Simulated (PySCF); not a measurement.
# C4H9NOSi (SMILES C=N[C@H]1CC[SiH2]O1): what the fields show

```xyz
16

C     1.9179    0.8655    0.8489
N     1.4772   -0.3125    0.7332
C     0.5401   -0.6269   -0.3116
C    -0.7310   -1.2352    0.3083
C    -1.6418   -0.0799    0.7485
Si   -1.3104    1.1526   -0.6390
O     0.1584    0.4679   -1.1206
H     1.6302    1.6874    0.1701
H     2.6318    1.0900    1.6541
H     1.0413   -1.3674   -0.9588
H    -1.2365   -1.8366   -0.4644
H    -0.4575   -1.9082    1.1336
H    -1.3116    0.3391    1.7128
H    -2.6909   -0.3886    0.8594
H    -2.2898    1.1104   -1.7648
H    -1.1247    2.5722   -0.2153
```

Geometry: PBE0-D3(BJ)/def2-SVP.

All numbers below come from PBE0/pcSseg-1, SCF density, gas phase, non-relativistic (PySCF 2.14.0).

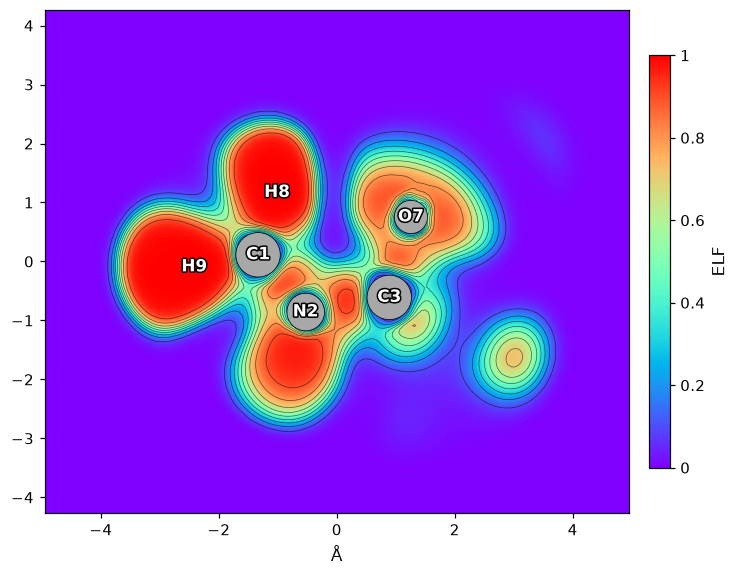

Figure 1. ELF on the plane of atoms H8, C1 and H9. Grey discs cover the atomic cores.

Question: Interpret the plot.

Answer: Atoms in the plane: C, N, O and H.
C–N (1.26 Å): the ELF peaks at about 0.90 between the atoms (a multiple bond).
C–O (1.41 Å): the ELF peaks at about 0.85 between the atoms; a polar covalent bond.
C–H (1.10 Å): the ELF climbs to about 1 towards the hydrogen, as it does in any bond to H: an ordinary covalent bond to hydrogen.
C–N (1.44 Å): the ELF peaks at about 0.95 between the atoms; a shared electron pair.
The ELF also peaks beside N2 and O7, away from the bonds: lone-pair regions.

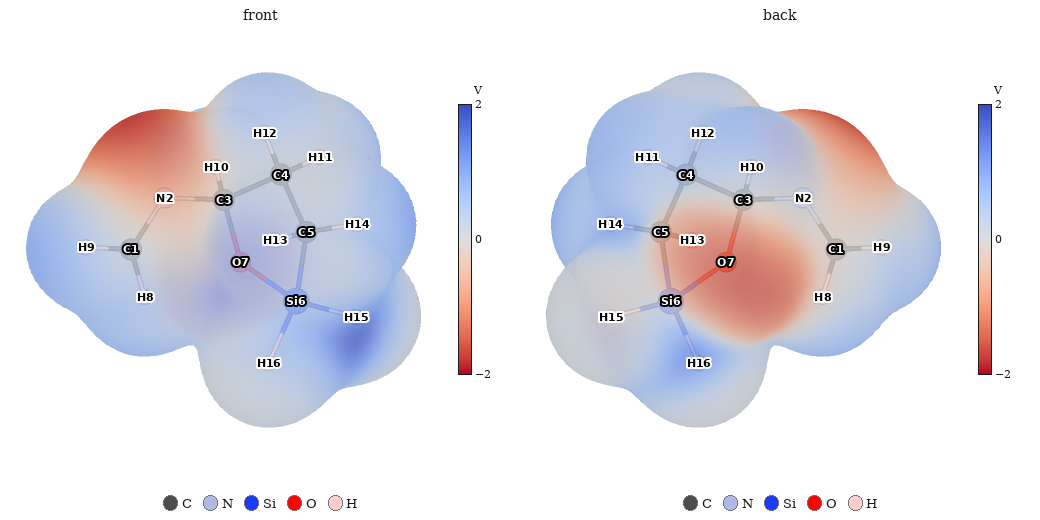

Figure 2. The molecular electrostatic potential painted on the density surface at 0.002 e/bohr³, seen from the front and from behind; the colour scale runs from red (negative) to blue (positive).

Question: Where is the surface potential most negative and most positive?

Answer: The most negative region (about −1.7 V) lies over N2, the most positive (about +1.5 V) over Si6. N2 is the likeliest acceptor of a hydrogen bond.

Question: How polar is the molecule by this calculation?

Answer: Its dipole moment is 1.38 D.
